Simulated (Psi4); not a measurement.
# BNH2F (SMILES N[B]F) at UPBE0/def2-TZVP

Aim: the vertical ionisation energy of BNH2F at UPBE0/def2-TZVP, from 2 runs. 

The calculation is run with Psi4 1.11.

1 further run of the same task is left out (set aside as unsound or not needed).

### 1 The system as given

BNH2F has 5 atoms, charge 0, and is taken as a doublet. As SMILES, `N[B]F`. The coordinates come from a PBE0-D4/def2-TZVP relaxation. This is one conformer, not always the lowest.

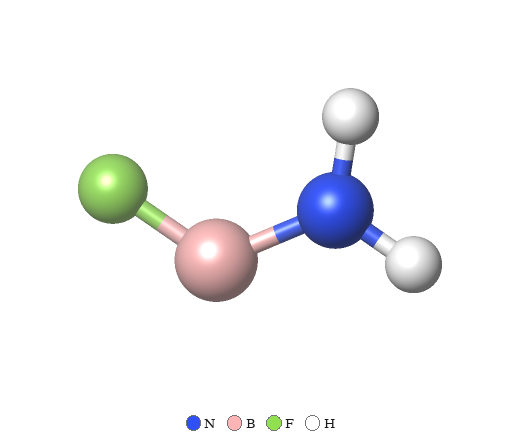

The structure, seen from a chosen angle (nitrogen blue, boron pink, fluorine green, hydrogen white).

### 2 The energy at UPBE0/def2-TZVP

The input, input.dat:

```
memory 1600 mb

molecule {
  0 2
  N
  B 1 R2
  F 2 R3 1 A3
  H 1 R4 2 A4 3 D4
  H 1 R5 4 A5 2 D5

  R2 = 1.384199
  R3 = 1.324059
  A3 = 122.59094
  R4 = 1.003467
  A4 = 122.45743
  D4 = 179.99105
  R5 = 1.010251
  A5 = 114.6999
  D5 = 179.99318
  symmetry c1
}

set {
  basis                def2-TZVP
  reference            uks
  puream               true
  e_convergence        1e-09
  d_convergence        1e-08
  scf_type             pk
  dft_radial_points    99
  dft_spherical_points 590
  maxiter              200
}

e_tot, wfn = energy('pbe0', return_wfn=True)
```

The run is started by

```
$ psi4 -i input.dat -o output.dat -n 1
```

output.dat (excerpt; [...] marks lines left out):

```text
[...]
  Running in c1 symmetry.
[...]
  Nuclear repulsion =   58.822805941058739
[...]
  Multiplicity = 2
[...]
  Nalpha       = 12
  Nbeta        = 11
[...]
    Number of basis functions: 105
[...]
   @UKS iter   1:  -180.30192323589336   -3.51576e-01   7.79050e-03 ADIIS/DIIS
[...]
   @UKS iter  12:  -180.55770931918906   -1.22213e-11   5.42972e-09 DIIS
[...]
   @S^2 Observed:                7.528826720E-01
[...]
    Orbital Energies [Eh]
    ---------------------
    Alpha Occupied:
       1A    -24.774077     2A    -14.393390     3A     -6.844629
       4A     -1.243345     5A     -0.911758     6A     -0.580713
       7A     -0.544544     8A     -0.522520     9A     -0.473888
      10A     -0.454964    11A     -0.322935    12A     -0.220977
    Alpha Virtual:
      13A      0.023847    14A      0.037907    15A      0.081056
      16A      0.085937    17A      0.142834    18A      0.145193
      19A      0.145843    20A      0.266687    21A      0.313987
      22A      0.373484    23A      0.385682    24A      0.433841
      25A      0.438406    26A      0.473108    27A      0.486499
[...]
  @UKS Final Energy:  -180.55770931918906
   => Energetics <=
    Nuclear Repulsion Energy =             58.8228059410587392
    One-Electron Energy =                -364.5606342957356105
    Two-Electron Energy =                 141.8837852930332133
    DFT Exchange-Correlation Energy =     -16.7036662575453825
    Empirical Dispersion Energy =           0.0000000000000000
    VV10 Nonlocal Energy =                  0.0000000000000000
    Total Energy =                       -180.5577093191890583
[...]
 Multipole Moments:
 ------------------------------------------------------------------------------------
     Multipole            Electronic (a.u.)      Nuclear  (a.u.)        Total (a.u.)
 ------------------------------------------------------------------------------------
 L = 1.  Multiply by 2.5417464519 to convert [e a0] to [Debye]
 Dipole X            :          0.0000531           -0.0001022           -0.0000491
 Dipole Y            :         -0.9186559            1.0389448            0.1202889
 Dipole Z            :          3.3005791           -4.2878228           -0.9872437
 Magnitude           :                                                    0.9945449
[...]
```

Wall time 28 s (1 thread of Intel Xeon Platinum 8259CL at 2.50GHz (Skylake/Cascade Lake), shared host); peak memory 0.64 GiB.

### 3 The singlet cation

The input, bfh2n.xyz:

```xyz
5
BFH2N
N     -0.315200     0.284600    -0.298300
B      0.256800    -0.904700     0.119300
F      1.186500    -0.957100     1.060600
H     -1.019600     0.322000    -1.012000
H     -0.058500     1.181700     0.088900
```

The input, job.py:

```python
import psi4

psi4.set_memory(1600000000)
psi4.set_num_threads(1)
psi4.core.set_output_file('output.dat', False)

with open('bfh2n.xyz') as f:
    atoms = ''.join(f.readlines()[2:])
geom = psi4.geometry('1 1\n' + atoms + 'symmetry c1\nno_reorient\nno_com')

psi4.set_options({
    'basis': 'def2-TZVP',
    'puream': True,
    'e_convergence': 1e-09,
    'd_convergence': 1e-08,
    'scf_type': 'pk',
    'dft_radial_points': 99,
    'dft_spherical_points': 590,
})

result = psi4.energy('PBE0', molecule=geom)
print('E =', round(result, 9))
```

The run is started by

```
$ python job.py
```

output.dat (excerpt; [...] marks lines left out):

```text
[...]
  Running in c1 symmetry.
[...]
  Nuclear repulsion =   58.822788592119622
[...]
  Multiplicity = 1
[...]
  Nalpha       = 11
  Nbeta        = 11
[...]
    Number of basis functions: 105
[...]
   @RKS iter   1:  -179.99834195276605   -4.79957e-02   7.42511e-03 ADIIS/DIIS
[...]
   @RKS iter  11:  -180.23239608862994   -2.18847e-12   2.75714e-09 DIIS
[...]
    Orbital Energies [Eh]
    ---------------------
    Doubly Occupied:
       1A    -25.088604     2A    -14.680887     3A     -7.235071
       4A     -1.541759     5A     -1.187671     6A     -0.866510
       7A     -0.814920     8A     -0.806338     9A     -0.764668
      10A     -0.737299    11A     -0.597741
[...]
  @RKS Final Energy:  -180.23239608862994
   => Energetics <=
    Nuclear Repulsion Energy =             58.8227885921196219
    One-Electron Energy =                -357.7360357086949989
    Two-Electron Energy =                 135.1191170050999517
    DFT Exchange-Correlation Energy =     -16.4382659771545399
    Empirical Dispersion Energy =           0.0000000000000000
    VV10 Nonlocal Energy =                  0.0000000000000000
    Total Energy =                       -180.2323960886299403
[...]
 Multipole Moments:
 ------------------------------------------------------------------------------------
     Multipole            Electronic (a.u.)      Nuclear  (a.u.)        Total (a.u.)
 ------------------------------------------------------------------------------------
 L = 1.  Multiply by 2.5417464519 to convert [e a0] to [Debye]
 Dipole X            :        -16.6371881           16.3990433           -0.2381448
 Dipole Y            :         17.3166159          -18.2197944           -0.9031786
 Dipole Z            :        -13.8752948           13.4750701           -0.4002247
 Magnitude           :                                                    1.0161812
[...]
```

The script printed:

```text
E = -180.232396089
```

Wall time 19 s (1 thread of Intel Xeon Platinum 8259CL at 2.50GHz (Skylake/Cascade Lake), shared host); peak memory 0.63 GiB.

### 4 Outcome

Level: UPBE0/def2-TZVP.

```
                                          quantity          value
                       doublet BNH2F: total energy  -180.55771 Eh
                      doublet BNH2F: dipole moment         2.53 D
 doublet BNH2F: HOMO energy (highest over α and β)       -6.01 eV
  doublet BNH2F: LUMO energy (lowest over α and β)       -1.21 eV
                               doublet BNH2F: ⟨S²⟩          0.753
                      singlet cation: total energy  -180.23240 Eh
                       singlet cation: HOMO energy      -16.27 eV
                       singlet cation: LUMO energy      -11.30 eV
                     singlet cation: HOMO–LUMO gap        4.97 eV
vertical ionisation energy (to the singlet cation)       8.852 eV
```

Removing an electron at fixed nuclei costs 8.85 eV (854 kJ/mol). Only the singlet of the ionised species was computed; a triplet could lie lower.
